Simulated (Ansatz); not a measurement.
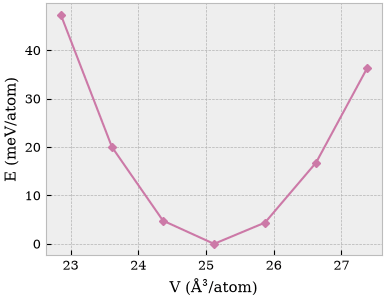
Fig. 1. Y₂Si in space group P-62m (No. 189; Y on 3f, Y on 3g, Si on 1b, Si on 2c) under volume change, the program Ansatz at the PBE level (PAW), shape and atoms relaxed at each volume.

Question: What does a third-order Birch–Murnaghan fit give for V₀, B₀ and B′?

Answer: V₀ = 25.12 Å³/atom, B₀ = 64.9 GPa, B′ = 3.5.

A made-up cell: these elements were put on the sites of a structure type; neither database checked (COD, Materials Project) lists it. Whether it is the stable phase at ambient conditions was not checked. The PBE relaxation kept the symmetry of its start; its stability against distortions is not shown here. No spin polarisation was allowed.

Potentials: the later of the program's two PAW sets.
